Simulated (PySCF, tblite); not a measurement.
# C8H13P: geometry, infrared bands and NMR shifts

Wanted: the infrared bands and NMR shifts of C8H13P (`CCCP1C=CCC=C1`), by calculation.

Programs: tblite 0.8.0 and PySCF 2.14.0, with density-fitted response routines of our own. Each step states its level of theory. These are calculated values for one molecule in the gas phase, unless marked as measured. Atoms count from 0, in the outputs and in this text.

**1. The starting structure**

22 atoms, charge 0, multiplicity 1; geometry from: force field or distance geometry start.

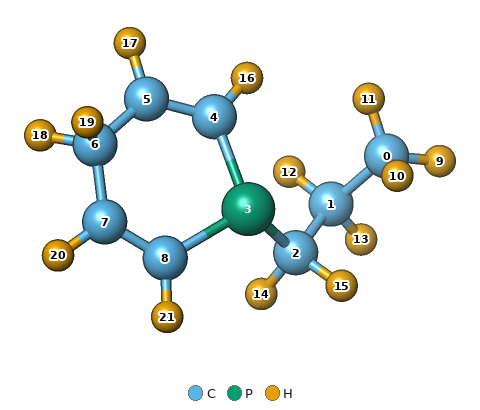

The starting geometry (carbon blue, phosphorus teal, hydrogen amber), atoms numbered.

**2. Geometry optimisation with GFN2-xTB**

The job: settings as JSON, then the geometry in Å.

```
{"job": {"kind": "relax", "xc": "GFN2-xTB", "basis": "xTB"}, "charge": 0, "multiplicity": 1}
C     -2.782000    -0.465200     1.026600
C     -2.435000    -0.113700    -0.409600
C     -1.454000     1.019400    -0.434000
P      0.127800     0.751700     0.409900
C      0.631000    -1.041000     0.500200
C      1.892400    -1.374000     0.196700
C      2.953900    -0.466900    -0.186000
C      2.682600     0.882900    -0.626500
C      1.549600     1.547800    -0.465800
H     -3.920000    -0.482600     1.114500
H     -2.423500     0.321600     1.713300
H     -2.378500    -1.459900     1.294400
H     -2.018300    -0.986600    -0.960100
H     -3.368500     0.251100    -0.894300
H     -1.312400     1.391800    -1.475000
H     -1.973600     1.884200     0.101700
H     -0.060200    -1.811200     0.767700
H      2.119100    -2.460400     0.266100
H      3.551700    -0.958000    -0.999300
H      3.702800    -0.408200     0.661800
H      3.469600     1.432200    -1.163300
H      1.435100     2.564400    -0.840400
```

Run with:

```
OMP_NUM_THREADS=1 python probes_run.py task.json out
```

This one command runs all jobs of the session in turn.

**Question.** This job is followed by: GFN2-xTB harmonic vibrations, gas phase; GIAO PBE0/pcSseg-1 NMR shielding, non-relativistic, gas phase. Predict these results of the whole session: strongest single infrared mode (GFN2-xTB); zero-point energy (GFN2-xTB); ¹³C shifts against TMS (PBE0/pcSseg-1, means over atoms taken as alike); ¹H shifts against TMS (PBE0/pcSseg-1, means over atoms taken as alike); ³¹P shifts against H3PO4 (PBE0/pcSseg-1); surface potential, least and greatest.

As calculated:

```
                                                               quantity                                     value
                              strongest single infrared mode (GFN2-xTB)                      3047 cm⁻¹, 78 km/mol
                                           zero-point energy (GFN2-xTB)                            116.3 kcal/mol
¹³C shifts against TMS (PBE0/pcSseg-1, means over atoms taken as alike)  138.2, 135.1, 36.7, 33.5, 22.2, 16.3 ppm
 ¹H shifts against TMS (PBE0/pcSseg-1, means over atoms taken as alike)    6.47, 6.46, 2.84, 1.76, 1.71, 1.36 ppm
                               ³¹P shifts against H3PO4 (PBE0/pcSseg-1)                                 -83.8 ppm
                                  surface potential, least and greatest                        -1.03 V and 0.77 V
```

In words: Over 127 steps the energy fell by 1.166 eV; of the close pairs, C2–P3 changed most, 1.813 to 1.872 Å. All 60 modes are real, so the xTB geometry is a minimum. Unscaled tight-binding wavenumbers are off by several per cent, some by more. Its intensities can rank the bands wrongly.
